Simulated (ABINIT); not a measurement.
**A GW run on BiOBr (P4/nmm) in ABINIT, with inputs changed**

What do changed inputs do to GW on BiOBr (P4/nmm)?

Program: ABINIT 10.8.3. Level of theory: LDA and many-body steps on it, plane waves. Results are calculated unless marked as measured.

The database entry behind the starting cell differs from later determinations by our own check (0.1 to 0.3 % short, probably kX units), so it need not match the best structure at ambient conditions.

## Step 1: The structure

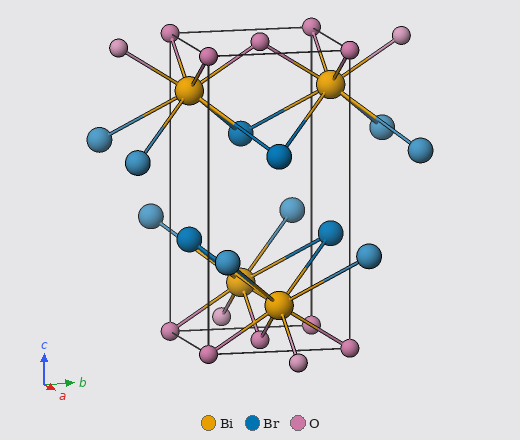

Start, viewed slightly off an axis; bismuth orange, bromine blue, oxygen pink. Some periodic images of atoms are drawn too.

Coordinates:

```cif
data_structure
_symmetry_space_group_name_H-M 'P 1'
_symmetry_Int_Tables_number 1
_cell_length_a 3.9160
_cell_length_b 3.9160
_cell_length_c 8.0770
_cell_angle_alpha 90.000
_cell_angle_beta 90.000
_cell_angle_gamma 90.000
_cell_volume 123.86
loop_
_atom_site_label
_atom_site_type_symbol
_atom_site_fract_x
_atom_site_fract_y
_atom_site_fract_z
_atom_site_occupancy
Bi1 Bi 0.00000 0.50000 0.15400 1
Bi2 Bi 0.50000 0.00000 0.84600 1
Br3 Br 0.00000 0.50000 0.65300 1
Br4 Br 0.50000 0.00000 0.34700 1
O5 O 0.00000 0.00000 0.00000 1
O6 O 0.50000 0.50000 0.00000 1
```

The cell and positions come from the Crystallography Open Database and are kept as given unless a step says otherwise. Spin-orbit coupling is left out unless a step names it.

## Step 2: Screening, 2×2×1 mesh, 87 bands, screening to 87.1 eV

This step: ABINIT 10.8.3; RPA screening on LDA, plane waves, norm-conserving pseudopotentials.

The RPA dielectric matrix is built and inverted for each q.

run.abi

```
acell 3*1.0 Angstrom
rprim 
  3.916000000000 0.000000000000 0.000000000000
  0.000000000000 3.916000000000 0.000000000000
  0.000000000000 0.000000000000 8.077000000000
ntypat 3
znucl 83 35 8
natom 6
typat 1 1 2 2 3 3
xred 
  0.000000000000 0.500000000000 0.154000000000
  0.500000000000 0.000000000000 0.846000000000
  0.000000000000 0.500000000000 0.653000000000
  0.500000000000 0.000000000000 0.347000000000
  0.000000000000 0.000000000000 0.000000000000
  0.500000000000 0.500000000000 0.000000000000
pp_dirpath "pseudos"
pseudos "Bi.upf, Br.upf, O.upf"
ecut 42
ngkpt 2 2 1
nshiftk 1
shiftk 0 0 0
kptopt 1
chksymbreak 0
istwfk *1
occopt 1
irdwfk 1
optdriver 3
nband 87
ecuteps 3.2
inclvkb 2
awtr 1
symchi 1
indata_prefix "in"
outdata_prefix "out"
tmpdata_prefix "tmp"
```

On the command line:

```
$ OMP_NUM_THREADS=1 mpirun -n 8 abinit run.abi > log
```

Output:

```text
.Version 10.8.3 of ABINIT. v10.8.2 released Aug 2026.

 Symmetries : space group P4/n m m (#129); Bravais tP (primitive tetrag.)
[... echo of the input left out ...]
== DATASET  1 ==================================================================
-   mpi_nproc: 8, omp_nthreads: 1 (-1 if OMP is not activated)

--- !DatasetInfo
iteration_state: {dtset: 1, }
dimensions: {natom: 6, nkpt: 3, mband: 87, nsppol: 1, nspinor: 1, nspden: 1, mpw: 10904, }
cutoff_energies: {ecut:  42.0, pawecutdg:  -1.0, }
electrons: {nelect:   9.20000000E+01, charge:   0.00000000E+00, occopt:   1.00000000E+00, tsmear:   1.00000000E-02, }

 SCREENING: Calculation of the susceptibility and dielectric matrices

 Based on a program developped by R.W. Godby, V. Olevano, G. Onida, and L. Reining.
 Incorporated in ABINIT by V. Olevano, G.-M. Rignanese, and M. Torrent.
.Using double precision arithmetic ; gwpc =  8

[... cell and pseudopotentials left out ...]
--------------------------------------------------------------------------------

 ==== K-mesh for the wavefunctions ====
 Number of points in the irreducible wedge :     3
[... list of points left out ...]
 Together with 16 symmetry operations and time-reversal symmetry
 yields     4 points in the full Brillouin Zone.

 ==== Q-mesh for the screening function ====
 Number of points in the irreducible wedge :     3
[... list of points left out ...]
 Together with 16 symmetry operations and time-reversal symmetry
 yields     4 points in the full Brillouin Zone.

 setmesh: FFT mesh size selected  =    30x   30x   60
          total number of points  =        54000

 vcoul_init : cutoff-mode = AUXILIARY_FUNCTION
 q-points for optical limit:   1
     1)      0.000010    0.000020    0.000030

- screening: taking advantage of time-reversal symmetry
- Maximum band index for partially occupied states nbvw = 46
- Remaining bands to be divided among processors   nbcw = 41
- Number of bands treated by each node ~5

 Number of electrons calculated from density =   92.0000; Expected =   92.0000
 average of density, n =  0.110067
 r_s =    1.2944
 omega_plasma =   32.0025 [eV]

 calculating chi0 at frequencies [eV] :
  1    0.000000E+00    0.000000E+00
  2    0.000000E+00    3.200247E+01

--------------------------------------------------------------------------------
  q-point number  1        q = ( 0.000000, 0.000000, 0.000000) [r.l.u.]
--------------------------------------------------------------------------------
[... chi0 elements left out ...]
 For q-point:  0.000010 0.000020 0.000030
  dielectric constant =   8.0525
  dielectric constant without local fields =   8.9835

  Average fulfillment of the sum rule on Im[epsilon] for q-point    1 :     29.29  [%]
[... wings left out ...]
  q-point number  2        q = ( 0.500000, 0.000000, 0.000000) [r.l.u.]
--------------------------------------------------------------------------------
[... chi0 elements left out ...]
  Average fulfillment of the sum rule on Im[epsilon] for q-point    2 :     30.90  [%]

 [... 1 further q-points ...]
```

Elapsed: 14 s, on 8 MPI ranks of Arm Neoverse V1, shared host; peak memory 2.2 GiB; 1.8 min of CPU time.

This step gave:

| Quantity | Value |
| --- | --- |
| ε∞ with local fields, on this mesh, along the program's q direction | 8.053 |
| the same without local fields | 8.983 |
| plasma frequency | 32.00 eV |
| plane waves in the screening matrix | 221 |

Local fields lower ε∞ by 10 %. On a Γ-centred mesh this coarse the value itself is usually too large, while a short band sum pulls it down.

## Step 3: Base

The self-energy is evaluated for the states that the input lists, and the levels follow from it, in one-shot runs by the linearised quasiparticle equation.

This step: G0W0 on LDA, plane waves, norm-conserving pseudopotentials.

Changes to run.abi since step 2:

```diff
@@ -27,8 +27,17 @@
 irdwfk 1
-optdriver 3
+optdriver 4
 nband 87
+gwcalctyp 0
+ecutsigx 42
+symsigma 1
+nkptgw 2
+kptgw 
+  0.5000000000 0.0000000000 0.0000000000
+  0.0000000000 0.0000000000 0.0000000000
+bdgw 
+  45 48
+  44 48
 ecuteps 3.2
-inclvkb 2
-awtr 1
-symchi 1
+irdscr 1
+ppmodel 1
 indata_prefix "in"
```

Output:

```text
.Version 10.8.3 of ABINIT. v10.8.2 released Aug 2026.

 Symmetries : space group P4/n m m (#129); Bravais tP (primitive tetrag.)
[... echo of the input left out ...]
== DATASET  1 ==================================================================
-   mpi_nproc: 8, omp_nthreads: 1 (-1 if OMP is not activated)

--- !DatasetInfo
iteration_state: {dtset: 1, }
dimensions: {natom: 6, nkpt: 3, mband: 87, nsppol: 1, nspinor: 1, nspden: 1, mpw: 10904, }
cutoff_energies: {ecut:  42.0, pawecutdg:  -1.0, }
electrons: {nelect:   9.20000000E+01, charge:   0.00000000E+00, occopt:   1.00000000E+00, tsmear:   1.00000000E-02, }

 SIGMA: Calculation of the GW corrections

 Based on a program developped by R.W. Godby, V. Olevano, G. Onida, and L. Reining.
 Incorporated in ABINIT by V. Olevano, G.-M. Rignanese, and M. Torrent.
.Using double precision arithmetic ; gwpc =  8

[... cell and pseudopotentials left out ...]
--------------------------------------------------------------------------------

 ==== K-mesh for the wavefunctions ====
 Number of points in the irreducible wedge :     3
[... list of points left out ...]
 Together with 16 symmetry operations and time-reversal symmetry
 yields     4 points in the full Brillouin Zone.

 ==== Q-mesh for screening function ====
 Number of points in the irreducible wedge :     3
[... list of points left out ...]
 Together with 16 symmetry operations and time-reversal symmetry
 yields     4 points in the full Brillouin Zone.

 vcoul_init : cutoff-mode = AUXILIARY_FUNCTION
 q-points for optical limit:   1
     1)      0.000010    0.000020    0.000030
 setmesh: FFT mesh size selected  =    48x   48x   96
          total number of points  =       221184

 Number of electrons calculated from density =   92.0000; Expected =   92.0000
 average of density, n =  0.110067
 r_s =    1.2944
 omega_plasma =   32.0025 [eV]

 === KS Band Gaps ===
  >>>> For spin  1
   Minimum direct gap =   2.9552 [eV], located at k-point      :   0.0000  0.0000  0.0000
   Fundamental gap    =   2.4059 [eV], Top of valence bands at :   0.5000  0.0000  0.0000
                                       Bottom of conduction at :   0.0000  0.0000  0.0000
 SIGMA fundamental parameters:
 PLASMON POLE MODEL  1
 number of plane-waves for SigmaX                10817
 number of plane-waves for SigmaC and W            221
 number of plane-waves for wavefunctions         10817
 number of bands                                    87
 number of independent spin polarizations            1
 number of spinorial components                      1
 number of k-points in IBZ                           3
 number of q-points in IBZ                           3
 number of symmetry operations                      16
 number of k-points in BZ                            4
 number of q-points in BZ                            4
 number of frequencies for dSigma/dE                 9
 frequency step for dSigma/dE [eV]                0.25
 number of omega for Sigma on real axis              0
 max omega for Sigma on real axis  [eV]           0.00
 zcut for avoiding poles [eV]                     0.10

 EPSILON^-1 parameters (SCR file):
 dimension of the eps^-1 matrix on file            221
 dimension of the eps^-1 matrix used               221
 number of plane-waves for wavefunctions         10817
 number of bands                                    87
 number of q-points in IBZ                           3
 number of frequencies                               2
 number of real frequencies                          1
 number of imag frequencies                          1

 matrix elements of self-energy operator (all in [eV])

 Perturbative Calculation

--- !SelfEnergy_ee
iteration_state: {dtset: 1, }
kpoint     : [   0.500,    0.000,    0.000, ]
spin       : 1
KS_gap     :    4.386
QP_gap     :    5.869
Delta_QP_KS:    1.482
data: !SigmaeeData |
     Band     E0 <VxcDFT>   SigX SigC(E0)      Z dSigC/dE  Sig(E)    E-E0       E
       45   4.997 -16.835 -20.784   3.737   0.792  -0.262 -17.002  -0.167   4.830
       46   4.997 -16.835 -20.784   3.737   0.792  -0.262 -17.002  -0.167   4.830
       47   9.384 -14.394  -9.966  -2.810   0.813  -0.231 -13.079   1.315  10.699
       48   9.384 -14.394  -9.966  -2.810   0.813  -0.231 -13.079   1.315  10.699

--- !SelfEnergy_ee
iteration_state: {dtset: 1, }
kpoint     : [   0.000,    0.000,    0.000, ]
spin       : 1
KS_gap     :    2.955
QP_gap     :    4.756
Delta_QP_KS:    1.801
data: !SigmaeeData |
     Band     E0 <VxcDFT>   SigX SigC(E0)      Z dSigC/dE  Sig(E)    E-E0       E
       44   4.379 -15.187 -19.838   3.805   0.795  -0.257 -15.860  -0.673   3.705
       45   4.379 -15.187 -19.838   3.805   0.795  -0.257 -15.860  -0.673   3.705
       46   4.448 -14.612 -18.502   3.253   0.805  -0.243 -15.124  -0.512   3.936
       47   7.403 -13.292  -8.680  -3.046   0.823  -0.215 -12.003   1.289   8.692
       48   8.306 -13.633  -9.523  -2.661   0.821  -0.217 -12.443   1.190   9.496

== END DATASET(S) ==============================================================
================================================================================

 -outvars: echo values of variables after computation  --------
           etotal      0.0000000000E+00
            nband          87
             nkpt           3
          spgroup         129
 [... the other variables as echoed above ...]

 Calculation completed.
```

It took 6.2 s on 8 MPI ranks; peak memory 1.3 GiB; 49 s of CPU time.

Numbers from this step:

```yaml
g0w0_gap_on_the_points_computed: 3.862 eV
starting_gap_on_the_mesh: 2.406 eV
k_of_the_valence_top: 0.5, 0, 0
k_of_the_conduction_bottom: 0, 0, 0
z_at_the_valence_top: 0.792
z_at_the_conduction_bottom: 0.823
least_direct_g0w0_gap_on_the_computed_points: 4.756 eV
```

The gap on the mesh goes from 2.41 eV to 3.86 eV, a correction of +1.46 eV.

## Step 4: Fewer bands in the self-energy

Changes to run.abi since step 3:

```diff
@@ -28,3 +28,3 @@
 optdriver 4
-nband 87
+nband 56
 gwcalctyp 0
```

Output:

```text
.Version 10.8.3 of ABINIT. v10.8.2 released Aug 2026.

 Symmetries : space group P4/n m m (#129); Bravais tP (primitive tetrag.)
[... echo of the input left out ...]
== DATASET  1 ==================================================================
-   mpi_nproc: 8, omp_nthreads: 1 (-1 if OMP is not activated)

--- !DatasetInfo
iteration_state: {dtset: 1, }
dimensions: {natom: 6, nkpt: 3, mband: 56, nsppol: 1, nspinor: 1, nspden: 1, mpw: 10904, }
cutoff_energies: {ecut:  42.0, pawecutdg:  -1.0, }
electrons: {nelect:   9.20000000E+01, charge:   0.00000000E+00, occopt:   1.00000000E+00, tsmear:   1.00000000E-02, }

 SIGMA: Calculation of the GW corrections

 Based on a program developped by R.W. Godby, V. Olevano, G. Onida, and L. Reining.
 Incorporated in ABINIT by V. Olevano, G.-M. Rignanese, and M. Torrent.
.Using double precision arithmetic ; gwpc =  8

[... cell and pseudopotentials left out ...]
--------------------------------------------------------------------------------

 ==== K-mesh for the wavefunctions ====
 Number of points in the irreducible wedge :     3
[... list of points left out ...]
 Together with 16 symmetry operations and time-reversal symmetry
 yields     4 points in the full Brillouin Zone.

 ==== Q-mesh for screening function ====
 Number of points in the irreducible wedge :     3
[... list of points left out ...]
 Together with 16 symmetry operations and time-reversal symmetry
 yields     4 points in the full Brillouin Zone.

 vcoul_init : cutoff-mode = AUXILIARY_FUNCTION
 q-points for optical limit:   1
     1)      0.000010    0.000020    0.000030
 setmesh: FFT mesh size selected  =    48x   48x   96
          total number of points  =       221184

 Number of electrons calculated from density =   92.0000; Expected =   92.0000
[...]
number of omega for Sigma on real axis              0
 max omega for Sigma on real axis  [eV]           0.00
 zcut for avoiding poles [eV]                     0.10

 EPSILON^-1 parameters (SCR file):
 dimension of the eps^-1 matrix on file            221
 dimension of the eps^-1 matrix used               221
 number of plane-waves for wavefunctions         10817
 number of bands                                    87
 number of q-points in IBZ                           3
 number of frequencies                               2
 number of real frequencies                          1
 number of imag frequencies                          1

 matrix elements of self-energy operator (all in [eV])

 Perturbative Calculation

--- !SelfEnergy_ee
iteration_state: {dtset: 1, }
kpoint     : [   0.500,    0.000,    0.000, ]
spin       : 1
KS_gap     :    4.386
QP_gap     :    6.121
Delta_QP_KS:    1.734
data: !SigmaeeData |
     Band     E0 <VxcDFT>   SigX SigC(E0)      Z dSigC/dE  Sig(E)    E-E0       E
       45   4.997 -16.835 -20.784   4.296   0.801  -0.248 -16.557   0.278   5.275
       46   4.997 -16.835 -20.784   4.296   0.801  -0.248 -16.557   0.278   5.275
       47   9.384 -14.394  -9.966  -1.999   0.828  -0.207 -12.382   2.012  11.396
[...]
--- !SelfEnergy_ee
iteration_state: {dtset: 1, }
kpoint     : [   0.000,    0.000,    0.000, ]
spin       : 1
KS_gap     :    2.955
QP_gap     :    4.920
Delta_QP_KS:    1.965
data: !SigmaeeData |
     Band     E0 <VxcDFT>   SigX SigC(E0)      Z dSigC/dE  Sig(E)    E-E0       E
[...]
47   7.403 -13.292  -8.680  -2.303   0.837  -0.195 -11.359   1.933   9.336
       48   8.306 -13.633  -9.523  -1.934   0.835  -0.197 -11.816   1.817  10.122

== END DATASET(S) ==============================================================
================================================================================

 -outvars: echo values of variables after computation  --------
           etotal      0.0000000000E+00
            nband          56
             nkpt           3
          spgroup         129
 [... the other variables as echoed above ...]

 Calculation completed.
```

Elapsed: 5.8 s, on 8 MPI ranks; peak memory 0.37 GiB; 46 s of CPU time.

Numbers from this step:

```yaml
g0w0_gap_on_the_points_computed: 4.061 eV
starting_gap_on_the_mesh: 2.406 eV
k_of_the_valence_top: 0.5, 0, 0
k_of_the_conduction_bottom: 0, 0, 0
z_at_the_valence_top: 0.801
z_at_the_conduction_bottom: 0.837
least_direct_g0w0_gap_on_the_computed_points: 4.921 eV
```

## Step 5: Scissors in G

Changes to run.abi since step 4:

```diff
@@ -28,3 +28,3 @@
 optdriver 4
-nband 56
+nband 87
 gwcalctyp 0
@@ -42,2 +42,3 @@
 ppmodel 1
+mbpt_sciss 1.0 eV
 indata_prefix "in"
```

Output:

```text
.Version 10.8.3 of ABINIT. v10.8.2 released Aug 2026.

 Symmetries : space group P4/n m m (#129); Bravais tP (primitive tetrag.)
[... echo of the input left out ...]
== DATASET  1 ==================================================================
-   mpi_nproc: 8, omp_nthreads: 1 (-1 if OMP is not activated)

--- !DatasetInfo
iteration_state: {dtset: 1, }
dimensions: {natom: 6, nkpt: 3, mband: 87, nsppol: 1, nspinor: 1, nspden: 1, mpw: 10904, }
cutoff_energies: {ecut:  42.0, pawecutdg:  -1.0, }
electrons: {nelect:   9.20000000E+01, charge:   0.00000000E+00, occopt:   1.00000000E+00, tsmear:   1.00000000E-02, }

 SIGMA: Calculation of the GW corrections

 Based on a program developped by R.W. Godby, V. Olevano, G. Onida, and L. Reining.
 Incorporated in ABINIT by V. Olevano, G.-M. Rignanese, and M. Torrent.
.Using double precision arithmetic ; gwpc =  8

[... cell and pseudopotentials left out ...]
--------------------------------------------------------------------------------

 ==== K-mesh for the wavefunctions ====
 Number of points in the irreducible wedge :     3
[... list of points left out ...]
 Together with 16 symmetry operations and time-reversal symmetry
 yields     4 points in the full Brillouin Zone.

 ==== Q-mesh for screening function ====
 Number of points in the irreducible wedge :     3
[... list of points left out ...]
 Together with 16 symmetry operations and time-reversal symmetry
 yields     4 points in the full Brillouin Zone.

 vcoul_init : cutoff-mode = AUXILIARY_FUNCTION
 q-points for optical limit:   1
     1)      0.000010    0.000020    0.000030
 setmesh: FFT mesh size selected  =    48x   48x   96
          total number of points  =       221184

 Number of electrons calculated from density =   92.0000; Expected =   92.0000
[...]
max omega for Sigma on real axis  [eV]           0.00
 zcut for avoiding poles [eV]                     0.10
 scissor energy [eV]                              1.00

 EPSILON^-1 parameters (SCR file):
 dimension of the eps^-1 matrix on file            221
 dimension of the eps^-1 matrix used               221
 number of plane-waves for wavefunctions         10817
 number of bands                                    87
 number of q-points in IBZ                           3
 number of frequencies                               2
 number of real frequencies                          1
 number of imag frequencies                          1

 matrix elements of self-energy operator (all in [eV])

 Perturbative Calculation

--- !SelfEnergy_ee
iteration_state: {dtset: 1, }
kpoint     : [   0.500,    0.000,    0.000, ]
spin       : 1
KS_gap     :    4.386
QP_gap     :    5.992
Delta_QP_KS:    1.605
data: !SigmaeeData |
     Band     E0 <VxcDFT>   SigX SigC(E0)      Z dSigC/dE  Sig(E)    E-E0       E
       45   4.997 -16.835 -20.784   3.776   0.794  -0.260 -16.972  -0.137   4.860
       46   4.997 -16.835 -20.784   3.776   0.794  -0.260 -16.972  -0.137   4.860
       47   9.384 -14.394  -9.966  -2.853   0.814  -0.228 -12.926   1.469  10.852
[...]
--- !SelfEnergy_ee
iteration_state: {dtset: 1, }
kpoint     : [   0.000,    0.000,    0.000, ]
spin       : 1
KS_gap     :    2.955
QP_gap     :    4.877
Delta_QP_KS:    1.922
data: !SigmaeeData |
     Band     E0 <VxcDFT>   SigX SigC(E0)      Z dSigC/dE  Sig(E)    E-E0       E
[...]
47   7.403 -13.292  -8.680  -3.080   0.825  -0.212 -11.854   1.439   8.842
       48   8.306 -13.633  -9.523  -2.703   0.823  -0.214 -12.298   1.335   9.641

== END DATASET(S) ==============================================================
================================================================================

 -outvars: echo values of variables after computation  --------
           etotal      0.0000000000E+00
            nband          87
             nkpt           3
          spgroup         129
 [... the other variables as echoed above ...]

 Calculation completed.
```

Run time: 6.3 s. Hardware: 8 MPI ranks; peak memory 1.3 GiB.

Numbers from this step:

```
G0W0 gap on the points computed              : 3.982 eV
starting gap on the mesh                     : 2.406 eV
k of the valence top                         : 0.5, 0, 0
k of the conduction bottom                   : 0, 0, 0
Z at the valence top                         : 0.794
Z at the conduction bottom                   : 0.825
least direct G0W0 gap on the computed points : 4.877 eV
```

(Part 1 of 2 ends here.)

[Paths, hosts, dates, memory and timing lines, banners, echoed tables and standing remarks are left out of the program output.]

[Logs are printed without paths, hosts, clocks, repeated set-up lines and the standing remarks that a program may print on its own settings, such as how far it seeks lower states.]

[Runs of the session that timed out or met a known fault of the program may be left out.]

[Hosts, paths, dates, database ids (printed as entryN), source tags and the programs' standing remarks are cut or masked in the printed files.]

[G0W0 gaps are taken among the corrected bands and points alone; a level outside them can change the order at an edge.]

[Where Ansatz stands beside ABINIT at settings called matched, ABINIT's density can come from a denser mesh and the files from another edition; pairs whose starting gaps differed by over 0.03 eV were left out, so agreement reads better than it is.]
